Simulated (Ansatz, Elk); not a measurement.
# Bonding as seen by X-rays: Cu3HgS4

Structure refinements treat a crystal as free atoms side by side. For a made-up structure of Cu3HgS4 (cell and positions from a PBE relaxation) the runs below show what the calculated density changes in F(hkl).

Main program and level: Elk 11.2.3 (patched build); DFT, PBE, all-electron APW+lo, Dirac cores, scalar-relativistic bands, static density, no spin.

The structure was built from a prototype and need not be the compound's stable phase.

## 1. The starting structure

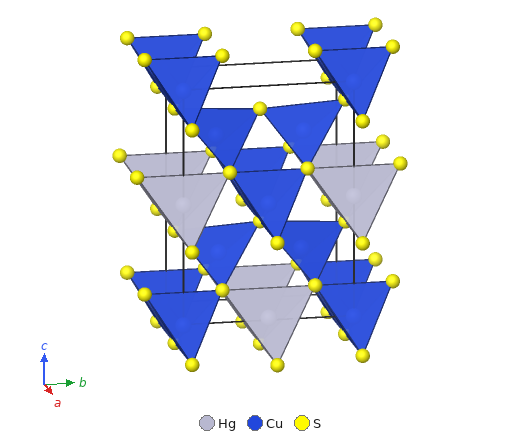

The starting structure, seen slightly off an axis (mercury light grey, copper blue, sulfur yellow). This picture shows the conventional cell, with its axes. Some periodic images of atoms are drawn too.

## 2. Ground state and structure factors

An all-electron density is needed, since X-rays see the cores too. Task 0 finds the density and task 195 Fourier-transforms it; tshift is off so that phases refer to the origin typed.

Input file elk.in:

```
tasks
  0
  195

xctype
  20

spinpol
  .false.

rgkmax
  7.0

gmaxvr
  14.0

lmaxo
  7

lmaxapw
  8

swidth
  0.002

tshift
  .false.

ramdisk
  .false.

hmaxvr
  5.5

maxscl
  120

epspot
  1e-06

sppath
  './'

avec
  7.20128615126 0.00000000000 -0.00000000000
  -0.00000000000 7.26723026627 10.13605755182
  -0.00000000000 -7.26723026627 10.13605755182

atoms
  3
  'Hg.in'
  1
  -0.0000000000 0.5093115067 0.5093115067   0.000000 0.000000 0.000000
  'Cu.in'
  3
  0.5000000000 0.5085067776 -0.0052145831   0.000000 0.000000 0.000000
  0.5000000000 -0.0052145831 0.5085067776   0.000000 0.000000 0.000000
  -0.0000000000 -0.0031810969 -0.0031810969   0.000000 0.000000 0.000000
  'S.in'
  4
  0.5000000000 0.8748396823 0.8748396823   0.000000 0.000000 0.000000
  -0.0000000000 0.9094610194 0.3650683778   0.000000 0.000000 0.000000
  -0.0000000000 0.3650683778 0.9094610194   0.000000 0.000000 0.000000
  0.5000000000 0.3541083161 0.3541083161   0.000000 0.000000 0.000000

ngridk
  6 4 4
```

The run is started by

```sh
$ OMP_NUM_THREADS=4 elk
```

Numbers of over 12 decimals in the logs are rounded to 6 here.

The program printed:

```text
┌─────────────────────────┐
│ Elk code version 11.2.3 │
└─────────────────────────┘

All units are atomic (Hartree, Bohr, etc.)

┌─────────────────────────────────────────────────┐
│ Ground-state run starting from atomic densities │
└─────────────────────────────────────────────────┘

Lattice vectors :
   7.201286151       0.000000000      -0.000000000
  -0.000000000       7.267230266       10.13605755
  -0.000000000      -7.267230266       10.13605755

Reciprocal lattice vectors :
  0.8725087679       0.000000000       0.000000000
   0.000000000      0.4322957356      0.3099422668
   0.000000000     -0.4322957356      0.3099422668

Unit cell volume      :    1060.908803
Brillouin zone volume :   0.2338091763

Muffin-tin inner radius fraction :   0.1000000000E-01

Nuclei treated as point charges

Species : 1 (Hg)
 parameters loaded from : Hg.in
 name : mercury
 nuclear charge    :   -80.00000000
 electronic charge :    80.00000000
 atomic mass :    365653.2015
 muffin-tin radius :    2.719476322
 number of radial points in muffin-tin :   1393
 inner part over the whole radius :   0.9993303647E-02
 number on inner part of muffin-tin    :   1000
 approximate nuclear radius :   0.1038385165E-03
 number of mesh points to nuclear radius :    525
 atomic positions (lattice), magnetic fields (Cartesian) :
  1 :   0.00000000  0.50931151  0.50931151    0.00000000  0.00000000  0.00000000

Species : 2 (Cu)
 parameters loaded from : Cu.in
 name : copper
 nuclear charge    :   -29.00000000
 electronic charge :    29.00000000
 atomic mass :    115837.2717
 muffin-tin radius :    2.202918870
 number of radial points in muffin-tin :    993
 inner part over the whole radius :   0.9987520715E-02
 number on inner part of muffin-tin    :    700
 approximate nuclear radius :   0.7406004541E-04
 number of mesh points to nuclear radius :    338
 atomic positions (lattice), magnetic fields (Cartesian) :
  1 :   0.50000000  0.50850678  0.99478542    0.00000000  0.00000000  0.00000000
  2 :   0.50000000  0.99478542  0.50850678    0.00000000  0.00000000  0.00000000
  3 :   0.00000000  0.99681890  0.99681890    0.00000000  0.00000000  0.00000000

Species : 3 (S)
 parameters loaded from : S.in
 name : sulphur
 nuclear charge    :   -16.00000000
 electronic charge :    16.00000000
 atomic mass :    58450.91931
 muffin-tin radius :    1.961269130
 number of radial points in muffin-tin :    793
 inner part over the whole radius :   0.9854262474E-02
 number on inner part of muffin-tin    :    552
 approximate nuclear radius :   0.6195814986E-04
 number of mesh points to nuclear radius :    252
 atomic positions (lattice), magnetic fields (Cartesian) :
  1 :   0.50000000  0.87483968  0.87483968    0.00000000  0.00000000  0.00000000
  2 :   0.00000000  0.90946102  0.36506838    0.00000000  0.00000000  0.00000000
  3 :   0.00000000  0.36506838  0.90946102    0.00000000  0.00000000  0.00000000
  4 :   0.50000000  0.35410832  0.35410832    0.00000000  0.00000000  0.00000000

Total number of atoms per unit cell :    8
Total muffin-tin volume :    344.9888852
 ratio of muffin-tin to unit cell volume :   0.3251824135

Spin treatment :
 spin-unpolarised

Number of Bravais lattice symmetries :    8
Number of crystal symmetries         :    4
Crystal has no inversion symmetry
Complex Hermitian eigensolver will be used

k-point grid :      6     4     4
k-point offset :    0.000000000       0.000000000       0.000000000
k-point set is reduced with full crystal symmetry group
Total number of k-points :       40

Muffin-tin radius times maximum |G+k| :    7.000000000
 using average radius
Maximum |G+k| for APW functions       :    3.260874100
Maximum (1/2)|G+k|²                   :    5.316649949
Maximum |G| for potential and density :    14.00000000
Constant for pseudocharge density :   10
 order of it for each species :   17  17  17
 order of it for pair densities of each species (exact exchange by exxq0 0: 18) :   15  10   7
Radial integration step length :    1

[...]
Density of states at Fermi energy :    246.4889428
 (states/Hartree/unit cell)

Estimated indirect band gap :   0.3307836722E-03
 from k-point 31 to k-point 29
Estimated direct band gap   :   0.4920013993E-03
 at k-point 31

Charges :
 core                        :    138.0000000
 valence                     :    93.00000000
 interstitial                :    14.93178231
 muffin-tins (core leakage)
  species : 1 (Hg)
[...]
species : 2 (Cu)
[...]
species : 3 (S)
[...]
total in muffin-tins        :    216.0682177
 total calculated charge     :    230.9966500
 total charge                :    231.0000000
 error                       :   0.3349998923E-02

RMS change in Kohn-Sham potential (target) :   0.4954432832     (  0.1000000000E-05)
Absolute change in total energy (target)   :   0.6389388537     (  0.1000000000E-03)

[... loops 3 to 20 left out ...]

┌──────────────────┐
│ Loop number : 21 │
└──────────────────┘

Energies :
 Fermi                       :     0.149750
 sum of occupied eigenvalues :     -15865.320593888
 electron kinetic            :      29343.435320657
 core electron kinetic       :      28530.359535068
 Coulomb                     :     -54888.047074582
 Coulomb potential           :     -44323.436371172
 nuclear-nuclear             :     -2230.1468888204
 electron-nuclear            :     -61032.918678309
 Hartree                     :      8375.0184925482
 Madelung                    :     -32726.328888996
 xc potential                :     -885.31954337287
 exchange                    :     -667.50121658146
 correlation                 :     -11.616744072075
 electron entropic           :    -0.22408924103041E-02
 total energy                :     -26223.731955471

Density of states at Fermi energy :    175.1739826
 (states/Hartree/unit cell)

Estimated indirect band gap :   0.1823693905E-03
 from k-point 6 to k-point 31
Estimated direct band gap   :   0.1059434240E-02
 at k-point 31

Charges :
 core                        :    138.0000000
 valence                     :    93.00000000
 interstitial                :    13.80105577
 muffin-tins (core leakage)
  species : 1 (Hg)
[...]
species : 2 (Cu)
[...]
species : 3 (S)
[...]
total in muffin-tins        :    217.1989442
 total calculated charge     :    230.9968109
 total charge                :    231.0000000
 error                       :   0.3189127306E-02

RMS change in Kohn-Sham potential (target) :   0.7380832926E-06 (  0.1000000000E-05)
Absolute change in total energy (target)   :   0.2231607141E-04 (  0.1000000000E-03)

Convergence targets achieved

┌──────────────────┐
│ Loop number : 22 │
└──────────────────┘

Energies :
 Fermi                       :     0.149750
 sum of occupied eigenvalues :     -15865.320610843
 electron kinetic            :      29343.435350232
 core electron kinetic       :      28530.359525633
 Coulomb                     :     -54888.047121609
 Coulomb potential           :     -44323.436356243
 nuclear-nuclear             :     -2230.1468888204
 electron-nuclear            :     -61032.918784396
 Hartree                     :      8375.0185516070
 Madelung                    :     -32726.328943488
 xc potential                :     -885.31960483207
 exchange                    :     -667.50121951136
 correlation                 :     -11.616744182481
 electron entropic           :    -0.22408922874471E-02
 total energy                :     -26223.731975964

Density of states at Fermi energy :    175.1739861
 (states/Hartree/unit cell)

Estimated indirect band gap :   0.1823529996E-03
 from k-point 6 to k-point 31
Estimated direct band gap   :   0.1059400253E-02
 at k-point 31

Charges :
 core                        :    138.0000000
 valence                     :    93.00000000
 interstitial                :    13.80105631
 muffin-tins (core leakage)
  species : 1 (Hg)
[...]
species : 2 (Cu)
[...]
species : 3 (S)
[...]
atom 2                    :    13.74332444     (  0.3407334500E-03)
   atom 3                    :    13.74332444     (  0.3407334500E-03)
   atom 4                    :    13.74773649     (  0.3413927465E-03)
 total in muffin-tins        :    217.1989437
 total calculated charge     :    230.9968109
 total charge                :    231.0000000
 error                       :   0.3189126522E-02

┌──────────────────────────────┐
│ Self-consistent loop stopped │
└──────────────────────────────┘

Warning : core states of species 1 leak from the muffin-tin :   0.1134678361E-03

Warning : core states of species 2 leak from the muffin-tin :   0.4693812392E-03

Warning : core states of species 3 leak from the muffin-tin :   0.3413927465E-03

Wrote STATE.OUT
```

Elapsed: 3.8 min, on 4 threads of Arm Neoverse V1, shared host; peak memory 0.32 GiB; 13 min of CPU time.

SFACRHO.OUT:

```text

h k l indices transformed by vhmat matrix:
   1.000000000       0.000000000       0.000000000    
   0.000000000       1.000000000       0.000000000    
   0.000000000       0.000000000       1.000000000    

      h      k      l  multipl.   |H|            Re(F)            Im(F)           |F|

      0      0      0      1   0.0000000       231.00000     -0.20242268E-16   231.00000    
      0      0      1      2  0.53192463      -45.280060      -3.0411360       45.382071    
      0     -1      0      2  0.53192463      -45.280060       3.0411360       45.382071    
      0     -1     -1      1  0.61988453       40.358000      -6.8407461       40.933653    
      0      1      1      1  0.61988453       40.358000       6.8407461       40.933653    
      0      1     -1      2  0.86459147       48.957496     -0.71110323E-14   48.957496    
     -1      0      0      2  0.87250877       47.673666      0.23256484E-13   47.673666    
     -1      0     -1      4   1.0218686      -45.612821      0.98459338       45.623447    
      1      0      1      4   1.0218686      -45.612821     -0.98459338       45.623447    
      0     -1     -2      2   1.0254060      -45.993754       14.074809       48.099123    
      0      1      2      2   1.0254060      -45.993754      -14.074809       48.099123    
      0      2      0      2   1.0638493       145.32288      -39.598604       150.62134    
      0     -2      0      2   1.0638493       145.32288       39.598604       150.62134    
      1      1      1      2   1.0702936       144.32501       57.100363       155.21005    
     -1     -1     -1      2   1.0702936       144.32501      -57.100363       155.21005    
      1     -1      1      4   1.2283281       94.896664      0.40705848E-14   94.896664    
      0      2      2      1   1.2397691       94.675048       14.930165       95.845055    
      0     -2     -2      1   1.2397691       94.675048      -14.930165       95.845055
```

Elk indexes on the primitive cell of elk.in and gives |H| = 4π sin θ/λ in inverse bohr. Below, one row stands for each form hkl of the conventional cell (m members, Friedel mates merged), F is for one primitive cell and the density is static (no thermal factor). Free-atom factors are Waasmaier and Kirfel's, and R is Σm||F|−|F'||/Σm|F|.

```
hkl  m  sin θ/λ (Å⁻¹)  abs F, DFT  neutral atoms   diff.  abs of complex diff.
011  4          0.080      45.382         45.497  -0.115                 0.119
002  2          0.093      40.934         41.081  -0.148                 0.148
020  2          0.130      48.958         48.952  +0.006                 0.006
100  2          0.131      47.674         47.684  -0.010                 0.010
111  8          0.154      45.623         45.547  +0.076                 0.077
013  4          0.154      48.099         48.030  +0.070                 0.079
022  4          0.160     150.621        151.219  -0.598                 0.931
102  4          0.161     155.210        155.768  -0.558                 0.934
120  4          0.185      94.897         96.203  -1.306                 1.306
004  2          0.186      95.845         97.136  -1.291                 1.305
031  4          0.201      49.666         49.402  +0.263                 0.283
113  8          0.203      49.581         49.362  +0.219                 0.263
122  8          0.207      50.718         50.430  +0.289                 0.289
024  4          0.227      47.488         47.233  +0.255                 0.258
104  4          0.228      41.267         41.008  +0.259                 0.259
131  8          0.240      52.060         51.832  +0.228                 0.291
033  4          0.240      41.642         41.519  +0.122                 0.295
015  4          0.242      54.837         54.629  +0.208                 0.288
```

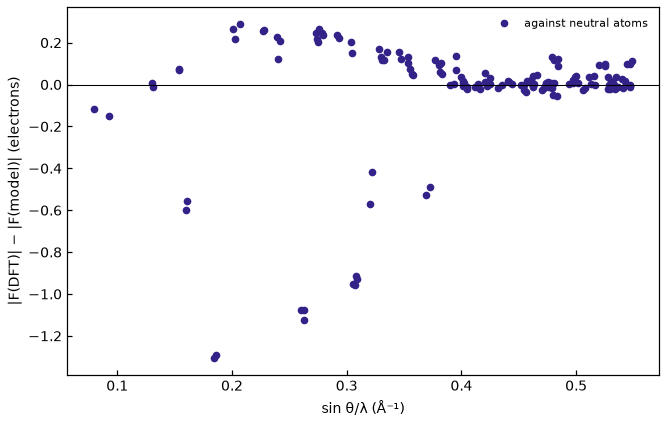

Difference between the calculated structure factors and the independent-atom ones.

## 3. The highest occupied states alone

An energy window below the Fermi level keeps the highest occupied states, to see at which angles they scatter; shallow core shells can lie inside it and anion s states outside. No new self-consistency is needed.

elk.in: that of step 2 with these lines changed.

```diff
@@ -1,3 +1,2 @@
 tasks
-  0
   195
@@ -40,2 +39,5 @@
 
+wsfac
+  -0.401490 0.449750
+
 sppath
```

The run is started by

```sh
$ OMP_NUM_THREADS=4 elk
```

The program printed:

```text
┌─────────────────────────────────┐
│ Elk code version 11.2.3 started │
└─────────────────────────────────┘

Info(readinput): the functional depends on the density's gradient
 muffin-tin radial points multiplied by    2.00000
 (not where nrmtscf is given)

┌────────────────────┐
│ Current task : 195 │
└────────────────────┘
Info(checkmt): changed muffin-tin radius of species 1 (Hg) from   2.8000 to   2.7195
Info(checkmt): changed muffin-tin radius of species 2 (Cu) from   2.4000 to   2.2029
Info(checkmt): changed muffin-tin radius of species 3 (S) from   2.2000 to   1.9613

Info(sfacrho): density structure factors written to SFACRHO.OUT

 Energy window :  -0.4014900000      0.4497500000

┌──────────────────┐
│ Elk code stopped │
└──────────────────┘
```

The job ended after 28 s (4 threads; peak memory 0.24 GiB; 37 s of CPU time).

States within 15 eV below the Fermi level hold 69.00 electrons; any levels below the window count with the cores. Their amplitudes can exceed the total, where window and core parts have opposite phase:

```
hkl  sin θ/λ (Å⁻¹)  abs F, window  abs F, all
011          0.080          1.280      45.382
002          0.093          2.830      40.934
020          0.130          0.478      48.958
100          0.131          0.854      47.674
111          0.154          1.578      45.623
013          0.154          1.939      48.099
022          0.160         31.343     150.621
102          0.161         31.615     155.210
120          0.185         18.314      94.897
004          0.186         18.482      95.845
```

## 4. Another functional

The difference from free atoms is small, so it is set against the change that LDA (Perdew-Wang) makes.

elk.in: that of step 3 with these lines changed.

```diff
@@ -1,2 +1,3 @@
 tasks
+  0
   195
@@ -4,3 +5,3 @@
 xctype
-  20
+  3
 
@@ -39,5 +40,2 @@
 
-wsfac
-  -0.401490 0.449750
-
 sppath
```

The run is started by

```sh
$ OMP_NUM_THREADS=4 elk
```

The program printed:

```text
┌─────────────────────────┐
│ Elk code version 11.2.3 │
└─────────────────────────┘

All units are atomic (Hartree, Bohr, etc.)

┌─────────────────────────────────────────────────┐
│ Ground-state run starting from atomic densities │
└─────────────────────────────────────────────────┘

Lattice vectors :
   7.201286151       0.000000000      -0.000000000
  -0.000000000       7.267230266       10.13605755
  -0.000000000      -7.267230266       10.13605755

Reciprocal lattice vectors :
  0.8725087679       0.000000000       0.000000000
[...]
atom 4                    :    13.72501881     (  0.3392609939E-03)
 total in muffin-tins        :    217.1830504
 total calculated charge     :    230.9967690
 total charge                :    231.0000000
 error                       :   0.3231003181E-02

┌──────────────────────────────┐
│ Self-consistent loop stopped │
└──────────────────────────────┘

Warning : core states of species 1 leak from the muffin-tin :   0.1062357139E-03

Warning : core states of species 2 leak from the muffin-tin :   0.4890948883E-03

Warning : core states of species 3 leak from the muffin-tin :   0.3392609939E-03

Wrote STATE.OUT
[key lines of the parts left out:]
total energy                :     -26200.544936896
```

It took 3.1 min on 4 threads; peak memory 0.27 GiB.

Against the first run R = 0.03 %; the largest change is -0.086 at 204.

## 5. A coarser k-mesh

About half the k-points along each axis test the sampling.

elk.in: that of step 4 with these lines changed.

```diff
@@ -5,3 +5,3 @@
 xctype
-  3
+  20
 
@@ -66,2 +66,2 @@
 ngridk
-  6 4 4
+  3 2 2
```

The run is started by

```sh
$ OMP_NUM_THREADS=4 elk
```

The program printed:

```text
┌─────────────────────────┐
│ Elk code version 11.2.3 │
└─────────────────────────┘

All units are atomic (Hartree, Bohr, etc.)

┌─────────────────────────────────────────────────┐
│ Ground-state run starting from atomic densities │
└─────────────────────────────────────────────────┘

Lattice vectors :
   7.201286151       0.000000000      -0.000000000
  -0.000000000       7.267230266       10.13605755
  -0.000000000      -7.267230266       10.13605755

Reciprocal lattice vectors :
  0.8725087679       0.000000000       0.000000000
[...]
atom 4                    :    13.74698747     (  0.3413242455E-03)
 total in muffin-tins        :    217.2026169
 total calculated charge     :    230.9968419
 total charge                :    231.0000000
 error                       :   0.3158125037E-02

┌──────────────────────────────┐
│ Self-consistent loop stopped │
└──────────────────────────────┘

Warning : core states of species 1 leak from the muffin-tin :   0.1134924089E-03

Warning : core states of species 2 leak from the muffin-tin :   0.4692276416E-03

Warning : core states of species 3 leak from the muffin-tin :   0.3413242455E-03

Wrote STATE.OUT
[key lines of the parts left out:]
total energy                :     -26223.733335634
```

The job ended after 69 s (4 threads; peak memory 0.31 GiB).

Against the first run R = 0.01 %; the largest change is +0.039 at 004.

## 6. Settings against the effect

```
              run  R against the first run (%)  R against neutral atoms, low angle (%)  wall time
    PBE, rgkmax 7                         0.00                                    0.55    3.8 min
LDA (Perdew-Wang)                         0.03                                    0.55    3.1 min
     k-mesh 3×2×2                         0.01                                    0.55       69 s
```

## 7. What came out

```yaml
r_against_neutral_atoms_sin_theta_lambda_0p3_a_minus1: 0.55 %
r_against_neutral_atoms_0p3_to_0p55_a_minus1: 0.15 %
```

What this shows: Independent neutral atoms miss the calculated amplitudes by R = 0.55 % below 0.3 Å⁻¹ and 0.15 % from there to 0.55 Å⁻¹; by shells, 0.17 % below 0.15 Å⁻¹ (4 forms), 0.57 % 0.15 to 0.3 (25 forms), 0.25 % 0.3 to 0.45 (55 forms), 0.06 % above 0.45 (65 forms). Bonding, aspherical density and the tables' own atoms all enter these figures, and the runs don't part them. The largest change of an amplitude is -1.31 electrons, at 120. R counts amplitudes alone; phases shift too. The window's part falls from 69.0 electrons at the origin to at most 7.03 between 0.45 and 0.55 Å⁻¹, where compact states inside the window still scatter. Below 0.3 Å⁻¹ the changes that finished (LDA (Perdew-Wang) and k-mesh 3×2×2) move F by R = 0.02 % at most, against the 0.55 % that separates it from free atoms. The basis has no finished test. These runs have no spin, though d or f shells may be open. The electron count is odd, so without spin the run is a metal by force. Spin-orbit coupling is left out, which can matter for elements this heavy. Part of the difference isn't bonding: the tables are fits to free atoms and ions calculated by other methods than this functional. Thermal motion, anomalous dispersion and extinction are left out.

[Logs are printed without paths, hosts, clocks, repeated set-up lines and the standing remarks that a program may print on its own settings, such as how far it seeks lower states.]

[Hosts, paths, dates, database ids (printed as entryN), source tags and the programs' standing remarks are cut or masked in the printed files.]
